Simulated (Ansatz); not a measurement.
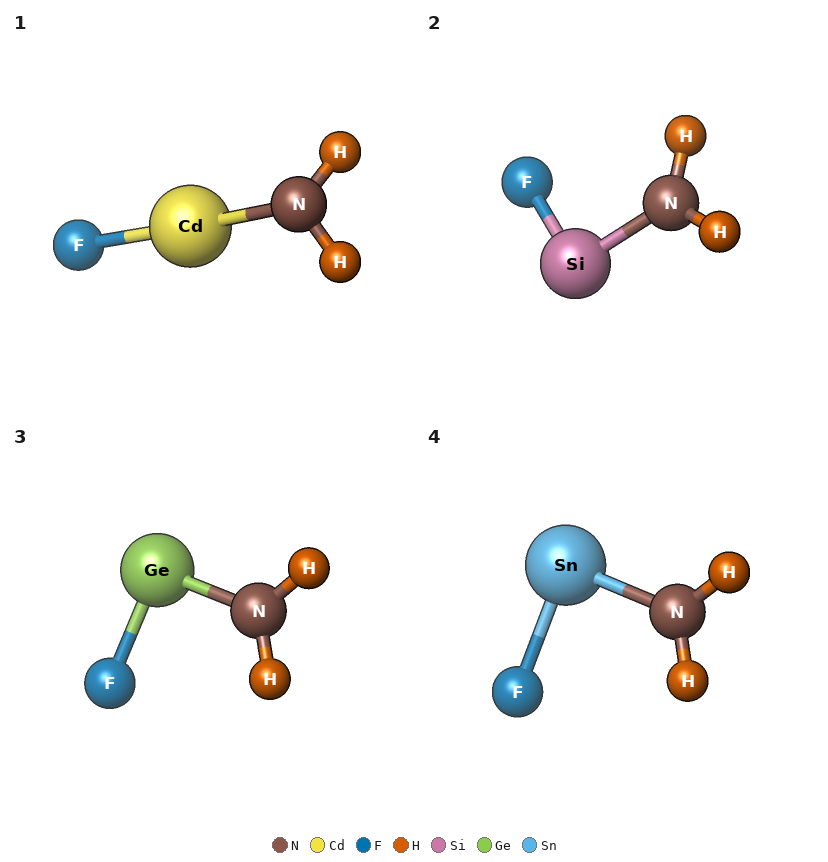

4 molecules with one skeleton, seen from the same side and at one scale. Charge 0, singlet. Computed geometries: PBE0-D4/def2-TZVP optimisations, one conformation each. Properties computed with Ansatz 0.2.0. Elements past Kr carry core potentials.

One atom differs, called X below: Cd in panel 1, Si in panel 2, Ge in panel 3, Sn in panel 4. Their formulas are CdFH2N (`[NH2][Cd][F]`), FH2NSi (`N[Si]F`), FGeH2N (`[NH2][Ge][F]`), FH2NSn (`[NH2][Sn][F]`).

### Rank them by the HOMO–LUMO gap, lowest first (ωB97M-V/def2-QZVPP).

4 (Sn), 1 (Cd), 2 (Si), 3 (Ge).

### Rank them by the angle N–X–F, lowest first (PBE0-D4/def2-TZVP).

4 (Sn), 3 (Ge), 2 (Si), 1 (Cd).

Give the values. With PBE0-D4/def2-TZVP: length of X–F (Å), length of X–N (Å), angle N–X–F (°). With ωB97M-V/def2-QZVPP: HOMO energy (Kohn–Sham orbital) (eV), HOMO–LUMO gap (eV). With ωB97M-V/def2-TZVPP: dipole moment (D), vertical ionisation energy (eV).

```json
{"quantity": "length of X–F (Å)", "1 (Cd)": "1.935", "2 (Si)": "1.622", "3 (Ge)": "1.768", "4 (Sn)": "1.951"}
{"quantity": "length of X–N (Å)", "1 (Cd)": "1.998", "2 (Si)": "1.702", "3 (Ge)": "1.811", "4 (Sn)": "2.003"}
{"quantity": "angle N–X–F (°)", "1 (Cd)": "175.2", "2 (Si)": "98.5", "3 (Ge)": "94.5", "4 (Sn)": "92.0"}
{"quantity": "HOMO energy (Kohn–Sham orbital) (eV)", "1 (Cd)": "−9.85", "2 (Si)": "−9.38", "3 (Ge)": "−10.03", "4 (Sn)": "−9.90"}
{"quantity": "HOMO–LUMO gap (eV)", "1 (Cd)": "9.84", "2 (Si)": "10.09", "3 (Ge)": "10.31", "4 (Sn)": "9.66"}
{"quantity": "dipole moment (D)", "1 (Cd)": "2.83", "2 (Si)": "2.33", "3 (Ge)": "2.54", "4 (Sn)": "2.92"}
{"quantity": "vertical ionisation energy (eV)", "1 (Cd)": "9.85", "2 (Si)": "9.74", "3 (Ge)": "10.27", "4 (Sn)": "9.81"}
```
